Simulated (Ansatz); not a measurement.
**BP under a change: x(Au) = 0.75, 8 atoms, Cm**

Base system: BP in the zinc blende structure (space group F-43m, No. 216; a = 4.5483 Å).

The other end (x = 1) is AuB in the zinc blende structure (space group F-43m, No. 216; a hypothetical phase, not in the database extracts checked): 15.45 Å³/atom, gap zero; this end may not be an ambient phase.

One thing is altered: a fraction x = 0.75 of the P sites is given to Au, ordered in a cell of 8 atoms (starting symmetry Cm) and fully relaxed.

All numbers come from PBE, PAW, 420 eV (Ansatz, a first-principles code; no spin-orbit coupling), earlier PAW set. Settings: 15×15×7 k-points, 0.05 eV Fermi–Dirac smearing, for the changed cell.

```tsv
quantity	base	changed	shift
volume per atom	11.76 Å³	13.62 Å³	+1.855 Å³
shortest interatomic distance	1.969 Å	1.725 Å	-0.2447 Å
band gap	1.25 eV	zero	–
mixing energy (to 0.01 eV only: unlike meshes or grids) (against an end that may be hypothetical)	–	-0.04 eV/atom	–
deviation of the volume from the linear (Vegard-type) interpolation	–	-6.3 %	–
```

Final structure:

```
CELL_PARAMETERS angstrom
      5.34021    -1.57500     0.00000
      5.34021     1.57500     0.00000
     -0.06004     0.00000     6.47550
ATOMIC_POSITIONS crystal
  Au 0.70509 0.70509 0.53097
  Au 0.16266 0.16266 0.07186
  Au 0.96071 0.96071 0.35923
  P  0.42331 0.42331 0.83188
  B  0.94213 0.94213 0.99743
  B  0.50742 0.50742 0.57425
  B  0.24648 0.24648 0.75616
  B  0.80219 0.80219 0.12822
```

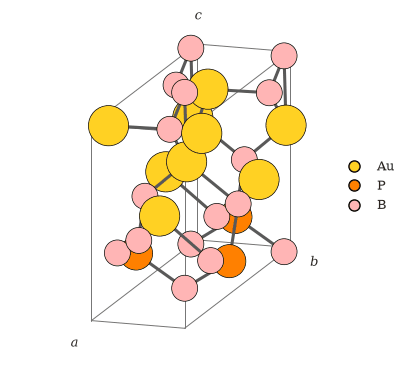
Figure. The relaxed conventional cell after the change

Each cell is one ordered arrangement of few atoms, which overstates ordering effects compared with a random alloy. Stability against distortions was not tested. The final runs are not spin-polarised. Under x(Au) = 0.75, 8 atoms, Cm the cell changed shape so far that it is another structure.
